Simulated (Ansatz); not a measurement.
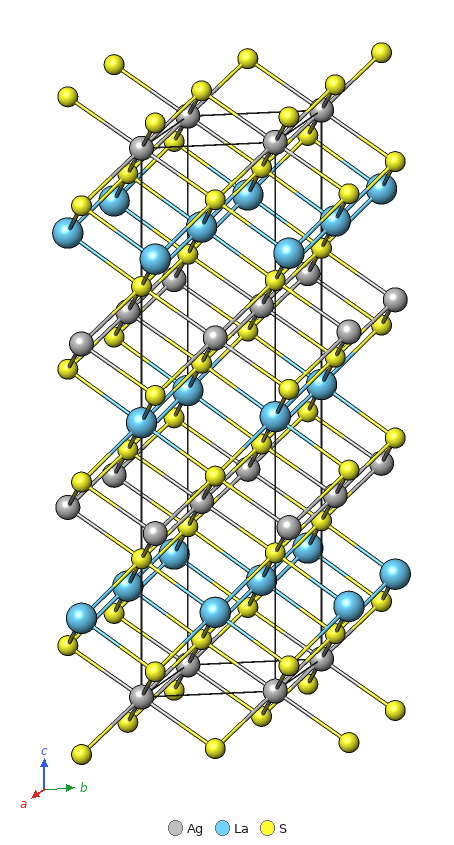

This ball-and-stick model is shown slightly off an axis. Atoms at the boundary of the conventional unit cell (the box) are drawn once for each face, edge or corner they touch. Neighbours across the faces are drawn wherever a bond reaches them.

LaAgS₂, α-NaFeO₂ type, space group R-3m (No. 166), a = 4.260 Å, b = 4.260 Å, c = 17.788 Å, α = 90.00°, β = 90.00°, γ = 120.00°. Origin of the cell: a structure type filled with these elements by a generator (whether the compound takes this form wasn't checked). Earlier steps of the study may have refined or changed the cell and positions. It was the input of a calculation with Ansatz.

This one geometry was computed with Ansatz (DFT, plane waves, PAW) at four levels of theory: r2SCAN, PBE, LDA and PBE with spin-orbit coupling. It was relaxed beforehand with r2SCAN.

Which level gives the highest pressure at this volume, and what does that say about its equilibrium volume?

Answer. Highest: r2SCAN (0.0 GPa), PBE (0.2 GPa) and PBE with spin-orbit coupling (0.2 GPa), which points to the largest equilibrium volume. Lowest, with the smallest volume: LDA (-5.6 GPa). Levels within 0.5 GPa of each other can't be told apart.

How does the band gap change with the level of theory?

Answer. LDA: a gap of 2.11 eV, direct; PBE with spin-orbit coupling: a gap of 2.23 eV, direct; PBE: a gap of 2.24 eV, direct; r2SCAN: a gap of 2.60 eV, direct.

Collect the results in a table.

Answer.
| level | cutoff (eV) | k-mesh of the run's cell | gap (eV) | pressure (GPa) |
| --- | --- | --- | --- | --- |
| r2SCAN | 500 | 8×8×8 | 2.60 | 0.0 |
| PBE | 420 | 8×8×8 | 2.24 | 0.2 |
| LDA | 420 | 8×8×8 | 2.11 | -5.6 |
| PBE with spin-orbit coupling | 420 | 8×8×8 | 2.23 | 0.2 |

Gaps are taken on the k-mesh or band path of each run.
